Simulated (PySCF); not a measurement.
# NMR shielding calculation, with input and output: C$_{3}$H$_{8}$BF$_{3}$O$_{2}$Si

System: C$_{3}$H$_{8}$BF$_{3}$O$_{2}$Si, SMILES COB(OC)[SiH2]C(F)(F)F.
Method: GIAO PBE0/pcSseg-1 NMR shielding, non-relativistic, gas phase (PySCF 2.14.0).

The geometry comes from this level: GFN2-xTB. It belongs to a series of runs on one base structure; here: H on Si replaced by B(OMe)2. Figures and captions count atoms from 1; the log counts them from 0 in places.

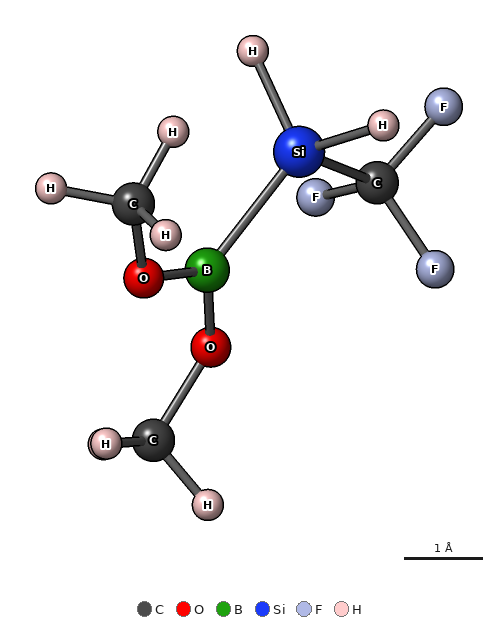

*The input geometry (ball-and-stick view, seen at a tilt).*

Bond lengths as drawn: B–O 1.34 to 1.36 Å, B–Si 1.98 Å, C–F 1.35 Å, C–H 1.09 Å, C–O 1.40 to 1.41 Å, C–Si 1.95 Å and H–Si 1.47 Å.

Input file:
```
{"job": {"kind": "nmr", "xc": "PBE0", "basis": "pcSseg-1"}, "charge": 0, "multiplicity": 1}
C     -1.650764    -2.098980    -0.098371
O     -0.479319    -1.312449    -0.176088
B     -0.437553     0.019671    -0.321220
O     -1.593544     0.721841    -0.412598
C     -1.689943     2.112571    -0.552612
Si     1.389323     0.776298    -0.385418
C      2.681677    -0.663070    -0.138191
F      2.519195    -1.314849     1.032526
F      3.962503    -0.236760    -0.143741
F      2.605766    -1.602679    -1.103821
H     -1.649418    -2.799456    -0.935618
H     -1.623550    -2.658038     0.838733
H     -2.545297    -1.476474    -0.136652
H     -0.715314     2.570261    -0.747039
H     -2.107654     2.535944     0.364297
H     -2.364629     2.330004    -1.383243
H      1.875719     1.379985    -1.639624
H      1.814044     1.722499     0.662261
```

The first line tells a small driver script what to run in PySCF; the rest is the geometry in Å.

Command:
```bash
OMP_NUM_THREADS=1 python <driver script> task.json out
```

Log:
```
coarse grid: 16360 points
cycle   1  E = -882.4290197680  dE =  1.333e+00  |g| = 1.088e+00  |ddm| = 3.627e+00
cycle   2  E = -882.1787560901  dE =  2.503e-01  |g| = 1.659e+00  |ddm| = 1.596e+00
cycle   3  E = -882.6305691786  dE = -4.518e-01  |g| = 6.209e-02  |ddm| = 1.037e+00
cycle   4  E = -882.6311289514  dE = -5.598e-04  |g| = 3.248e-02  |ddm| = 5.615e-02
cycle   5  E = -882.6312948019  dE = -1.659e-04  |g| = 1.239e-02  |ddm| = 2.293e-02
cycle   6  E = -882.6313195778  dE = -2.478e-05  |g| = 2.244e-03  |ddm| = 7.946e-03
cycle   7  E = -882.6313206042  dE = -1.026e-06  |g| = 7.347e-04  |ddm| = 2.617e-03
final grid: 156968 points
cycle   8  E = -882.7267500006  dE = -5.013e-05  |g| = 1.256e-02  |ddm| = 2.399e-02
cycle   9  E = -882.7267249636  dE =  2.504e-05  |g| = 1.772e-02  |ddm| = 1.503e-02
cycle  10  E = -882.7267780933  dE = -5.313e-05  |g| = 1.216e-03  |ddm| = 9.226e-03
cycle  11  E = -882.7267784318  dE = -3.386e-07  |g| = 2.175e-04  |ddm| = 1.275e-03
cycle  12  E = -882.7267784403  dE = -8.439e-09  |g| = 9.154e-05  |ddm| = 1.889e-04
cycle  13  E = -882.7267784417  dE = -1.460e-09  |g| = 2.328e-05  |ddm| = 7.342e-05
cycle  14  E = -882.7267784418  dE = -7.935e-11  |g| = 9.027e-06  |ddm| = 1.809e-05
```

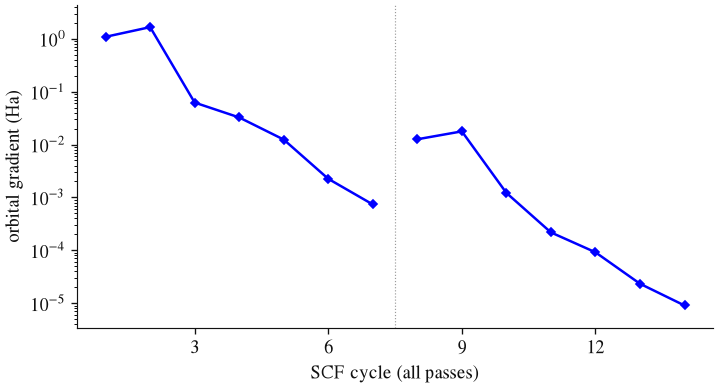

*Convergence of the self-consistent field: orbital gradient against the SCF cycle. The dotted line marks the change from a coarse to the final integration grid.*

The first 7 cycles use a coarse grid, the final grid takes over at cycle 8, and the field converges after 14 cycles in all.

```
converged SCF energy = -882.7267784418

GIAO shielding tensors (ppm)
atom      isotropic    diamagn.    paramagn.     s11        s22        s33       span
  0 C      133.427     243.993    -110.566     99.674    117.239    183.367     83.693
  1 O      196.587     398.851    -202.263     60.633    192.224    336.905    276.272
  2 B       72.867     203.357    -130.490     62.180     72.661     83.759     21.579
  3 O      194.183     398.399    -204.217    -29.964    274.893    337.620    367.584
  4 C      129.233     244.175    -114.941    102.928    103.628    181.144     78.215
  5 Si     432.388     881.961    -449.573    381.616    432.424    483.125    101.509
  6 C       45.531     252.356    -206.825     38.556     43.756     54.281     15.724
  7 F      237.299     477.043    -239.744    136.836    247.453    327.608    190.772
  8 F      232.914     470.290    -237.375    135.976    234.110    328.657    192.680
  9 F      236.705     475.666    -238.961    135.941    247.275    326.898    190.956
 10 H       27.920      28.298      -0.378     23.660     25.853     34.248     10.588
 11 H       27.902      28.904      -1.002     23.593     25.927     34.186     10.592
 12 H       26.977      29.753      -2.776     22.024     26.928     31.980      9.956
 13 H       28.087      29.720      -1.633     24.004     28.288     31.970      7.965
 14 H       27.649      28.543      -0.894     23.877     25.296     33.774      9.898
 15 H       27.605      27.644      -0.039     23.703     25.437     33.676      9.973
 16 H       27.636      28.902      -1.267     23.826     26.896     32.185      8.359
 17 H       27.676      29.351      -1.675     23.838     26.984     32.205      8.367
```

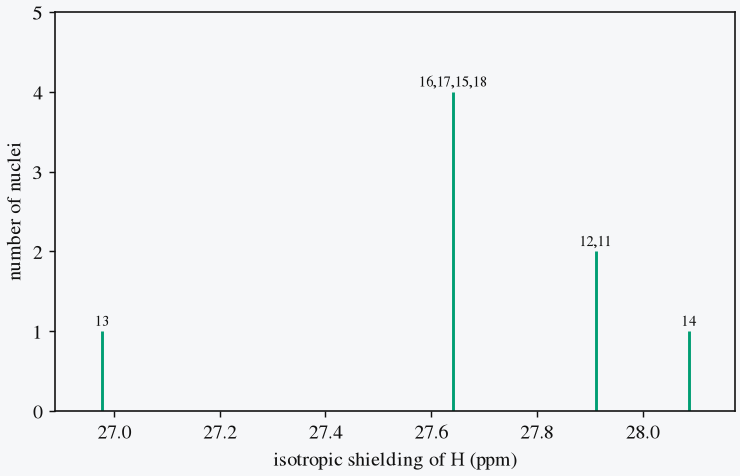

*Isotropic shieldings of the hydrogen nuclei in this fixed geometry, labelled by atom number; shielding grows to the right, so chemical shift grows to the left.*

The least shielded is H13 (27.0 ppm), the most shielded H14 (28.1 ppm).

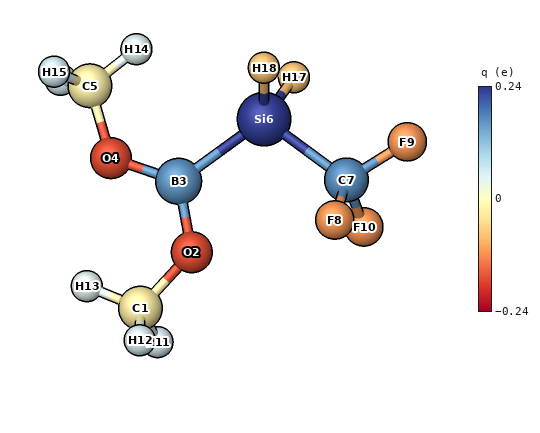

*Hirshfeld charges, as the colour of each atom (ball-and-stick view, seen at a tilt; atoms are numbered from 1 in the order of the input).*

By element: C −0.03 to +0.17, O −0.17, B +0.16, Si +0.23, F −0.11 and H −0.07 to +0.05 e.

Results in brief:

- outcome: converged
- total energy: −882.726778 hartree
- HOMO: −8.62 eV
- LUMO: −0.54 eV
- dipole moment: 4.88 D
- isotropic shielding, C: 45.5 to 133.4 ppm
- isotropic shielding, O: 194.2 to 196.6 ppm
- isotropic shielding, B: 72.9 ppm
- isotropic shielding, Si: 432.4 ppm
- isotropic shielding, F: 232.9 to 237.3 ppm
- hardware: 1 CPU thread, shared host
- wall time: 75 s
- peak memory: 0.96 GiB
